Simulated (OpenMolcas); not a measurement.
# X3LYP/def2-SVPD (RICD fitting) run of C5H10 (cyclopentane)

What is the vertical electron affinity of C5H10 (cyclopentane) at X3LYP/def2-SVPD (RICD fitting)? 

The calculation is run with OpenMolcas 26.06.

### Step 1. The structure to begin with

C5H10 has 15 atoms, charge 0, and is taken as a singlet. As SMILES, `C1CCCC1`. The shape is that of a GFN2-xTB optimisation. This is one conformer, not always the lowest.

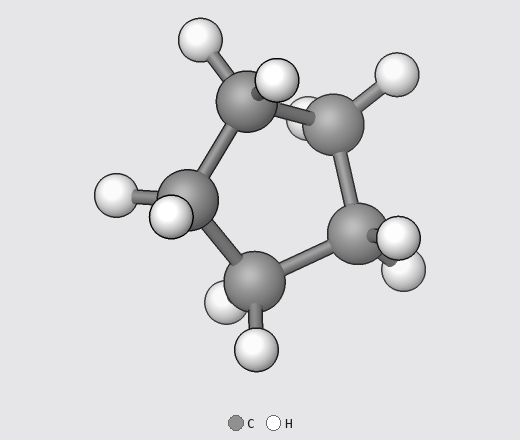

Viewed from a chosen angle; carbon grey, hydrogen white.

### Step 2. A single-point energy at X3LYP/def2-SVPD (RICD fitting)

job.input

```
&GATEWAY
 BasLib=$CurrDir
 Coord
 15
 angstrom
 C       -0.794840       0.948590       0.313900
 C       -0.271390      -0.144680       1.239700
 C        0.989140      -0.628160       0.522730
 C        0.672860      -0.502790      -0.978590
 C       -0.611610       0.338460      -1.075390
 H       -1.830860       1.216590       0.518050
 H       -0.180140       1.844600       0.416410
 H       -1.001690      -0.952930       1.304180
 H       -0.065660       0.215720       2.246890
 H        1.827500       0.019500       0.783660
 H        1.254830      -1.646750       0.802150
 H        0.525230      -1.483000      -1.431220
 H        1.496630      -0.020800      -1.504300
 H       -0.546570       1.098950      -1.852580
 H       -1.463450      -0.303280      -1.305600
 Basis=def2-SVPD
 Group=NoSym
 RICD

&SEWARD
 GridInput
 Grid=Coarse
 End of Grid

&SCF
 KSDFT=HYB_GGA_XC_X3LYP
 PrOrbitals=0
```

The basis set def2-SVPD is read from a file made from the Basis Set Exchange's data (not shown).

Command:

```bash
$ export MOLCAS_MEM=1860
$ pymolcas job.input > job.log
```

The program printed, cut to the lines that bear on the results:

```text
--- Start Module: gateway ---
[...]
--- Stop Module: gateway /rc=_RC_ALL_IS_WELL_ ---
--- Start Module: seward ---
[...]
      Basis functions          180
--- Stop Module: seward /rc=_RC_ALL_IS_WELL_ ---
[...]
--- Start Module: scf ---
[...]
       Convergence after   9 Iterations
[...]
::    Total KS-DFT energy                            -196.3171391689
[...]
      Total spin, S                                     0.0000000000
[...]
      Total electronic charge=   40.000000
      Total            charge=   -0.000000
[...]
      Dipole Moment (debye):
      Origin of the operator (angstrom)=   -0.0025    0.0018    0.0035
                   X= -8.5160E-03               Y=  9.5913E-04               Z=  1.4556E-02           Total=  1.6892E-02
      Quadrupole Moment (debye*angstrom):
[...]
--- Stop Module: scf /rc=_RC_ALL_IS_WELL_ ---
[...]
```

Run time: 14 s. Hardware: 1 thread of AMD EPYC 7R43 (Zen 3), shared host; peak memory 0.15 GiB.

### Step 3. The doublet anion

job.inp

```
* C5H10 Kohn-Sham DFT

&GATEWAY
 BasLib=$CurrDir
 Coord
 15
 angstrom
 C       -0.794840       0.948590       0.313900
 C       -0.271390      -0.144680       1.239700
 C        0.989140      -0.628160       0.522730
 C        0.672860      -0.502790      -0.978590
 C       -0.611610       0.338460      -1.075390
 H       -1.830860       1.216590       0.518050
 H       -0.180140       1.844600       0.416410
 H       -1.001690      -0.952930       1.304180
 H       -0.065660       0.215720       2.246890
 H        1.827500       0.019500       0.783660
 H        1.254830      -1.646750       0.802150
 H        0.525230      -1.483000      -1.431220
 H        1.496630      -0.020800      -1.504300
 H       -0.546570       1.098950      -1.852580
 H       -1.463450      -0.303280      -1.305600
 Basis=def2-SVPD
 Group=NoSym
 RICD

&SEWARD
 GridInput
 Grid=Coarse
 End of Grid

&SCF
 UHF
 Charge=-1
 Spin=2
 KSDFT=HYB_GGA_XC_X3LYP
 PrOrbitals=0
```

The basis set def2-SVPD is read from a file made from the Basis Set Exchange's data (not shown).

Command:

```bash
$ export MOLCAS_MEM=1860
$ pymolcas job.inp > job.log
```

The program printed, cut to the lines that bear on the results:

```text
--- Start Module: gateway ---
[...]
--- Stop Module: gateway /rc=_RC_ALL_IS_WELL_ ---
--- Start Module: seward ---
[...]
      Basis functions          180
--- Stop Module: seward /rc=_RC_ALL_IS_WELL_ ---
[...]
--- Start Module: scf ---
[...]
       Convergence after  15 Iterations
[...]
::    Total KS-DFT energy                            -196.2501521502
[...]
      Total spin, S                                     0.5000945536
[...]
      Total electronic charge=   41.000000
      Total            charge=   -1.000000
[...]
      Dipole Moment (debye):
      Origin of the operator (angstrom)=   -0.0025    0.0018    0.0035
                   X=  5.0811E-01               Y= -4.5305E-01               Z= -6.9036E-01           Total=  9.6955E-01
      Center of Charge (angstrom)
[...]
--- Stop Module: scf /rc=_RC_ALL_IS_WELL_ ---
[...]
```

Run time: 41 s. Hardware: 1 thread of AMD EPYC 7R43 (Zen 3), shared host; peak memory 0.15 GiB.

### Step 4. Summary of results

Level: X3LYP/def2-SVPD (RICD fitting).

| quantity | value |
| --- | --- |
| singlet C5H10: total energy | -196.31714 Eh |
| singlet C5H10: dipole moment | 0.02 D |
| singlet C5H10: HOMO energy | -8.63 eV |
| singlet C5H10: LUMO energy | 0.46 eV |
| singlet C5H10: HOMO–LUMO gap | 9.09 eV |
| doublet anion: total energy | -196.25015 Eh |
| doublet anion: HOMO energy (highest over α and β) | 3.13 eV |
| doublet anion: LUMO energy (lowest over α and β) | 4.06 eV |
| doublet anion: ⟨S²⟩ | 0.750 |
| vertical electron affinity (to the doublet anion) | -1.823 eV |

What this shows: The anion lies 1.82 eV (176 kJ/mol) above the neutral: the electron isn't bound at this level, and such a value depends on the basis. The HOMO (doublet anion) lies at positive energy, 3.13 eV; only total energies tell whether the electron is bound.
